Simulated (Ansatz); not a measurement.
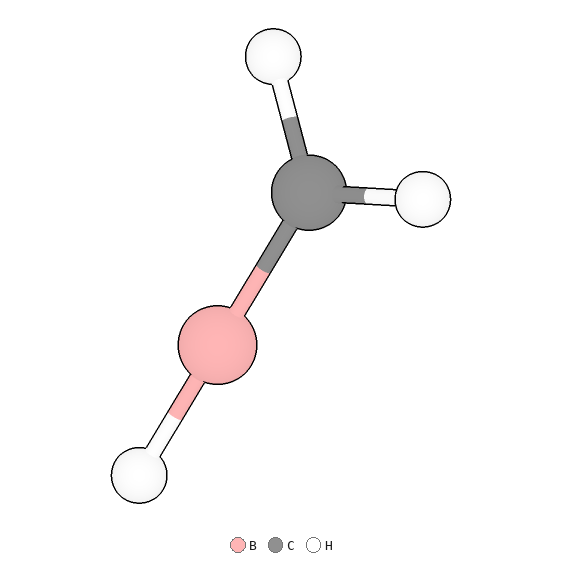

A ball-and-stick model of a molecule.

The geometry was computed by an optimisation with PBE0-D4/def2-TZVP.

Give the formula.

Answer. CH3B, 5 atoms: 1 carbon, 3 hydrogen and 1 boron.

Which point group does it belong to?

Answer. C2v.

How many bonds of each kind are drawn?

Answer. 2 C–H, 1 C–B, 1 B–H. Sticks follow a distance rule.

How many atoms are distinct by symmetry?

Answer. 4: 1 B, 1 C, 1 H, 2 H.

The parts below concern this one geometry. Atoms keep their numbers from picture to picture.

Shape

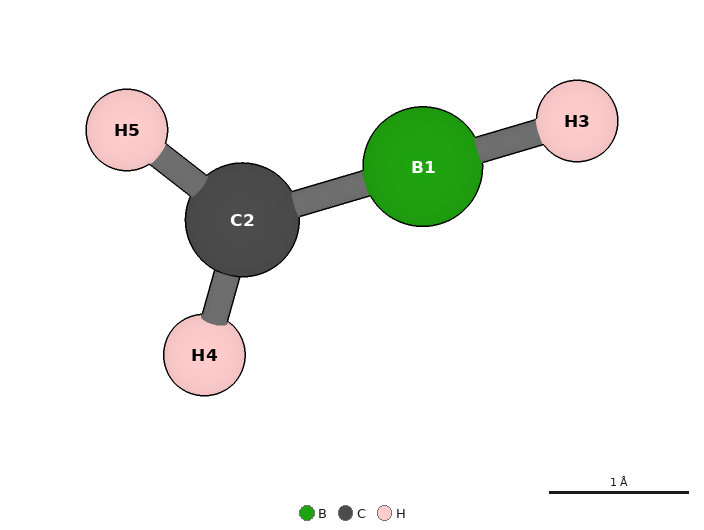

Atoms carry their numbers in the input.

How are the neighbours of atom 1 arranged?

Answer. B1 has 2 neighbours (C2 at 1.37, H3 at 1.18 Å); the arrangement is linear.

Describe the coordination of atom 2.

Answer. C2 has 3 neighbours (B1 at 1.37, H4 at 1.09, H5 at 1.09 Å); the arrangement is trigonal planar.

Dipole moment

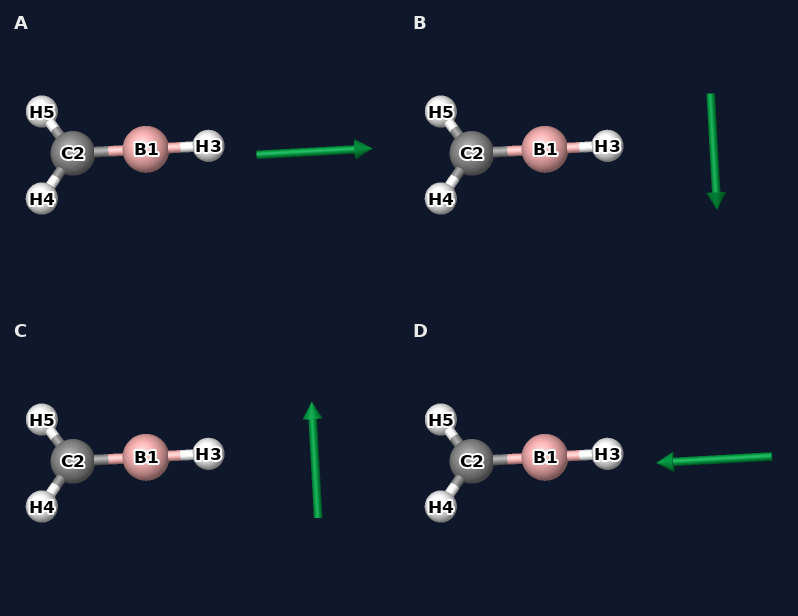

The same molecule four times, each with an arrow. Method: RKS PBE0-D4/def2-TZVP (Ansatz 0.2.0).

Which arrow points along the dipole moment, from the negative to the positive end?

Answer. A. The dipole moment is 0.58 D; it points from the side of H4, H5 to the side of H3 (the outermost atoms at the two ends).

Vibrations

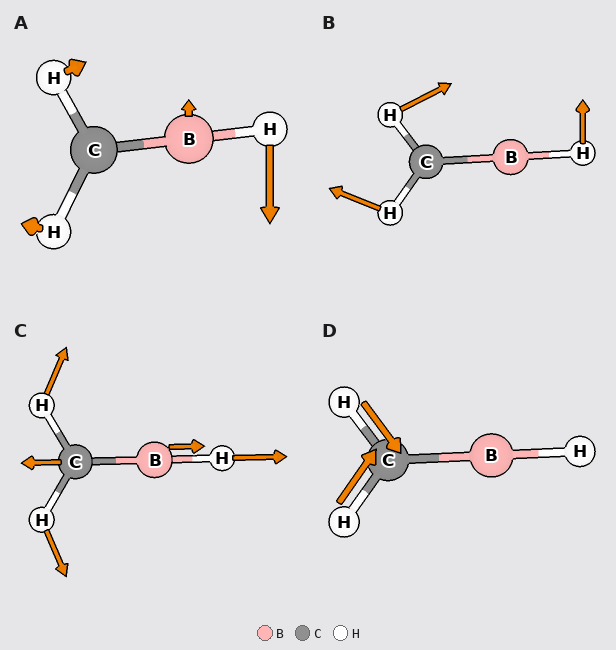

4 normal modes of one molecule or complex, as arrows. Harmonic vibrations computed with RKS PBE0-D4/def2-TZVP (Ansatz 0.2.0) at a stationary point of the same level.

Match the panels to the wavenumbers 401 cm⁻¹, 911 cm⁻¹, 1521 cm⁻¹, 3157 cm⁻¹.

Answer. A: 911 cm⁻¹, B–C–H bending
B: 401 cm⁻¹, B–C–H bending
C: 1521 cm⁻¹
D: 3157 cm⁻¹, in-phase stretching of 2 C–H bonds

Charges

The questions are on Mulliken charges. Level of theory: RKS PBE0-D4/def2-TZVP (Ansatz 0.2.0).

List the Mulliken charges.

| atom | value (e) |
| --- | --- |
| B1 | −0.07 |
| C2 | −0.33 |
| H3 | 0.08 |
| H4 | 0.16 |
| H5 | 0.16 |

Mulliken values depend strongly on the basis set and can even reverse the polarity of a bond.
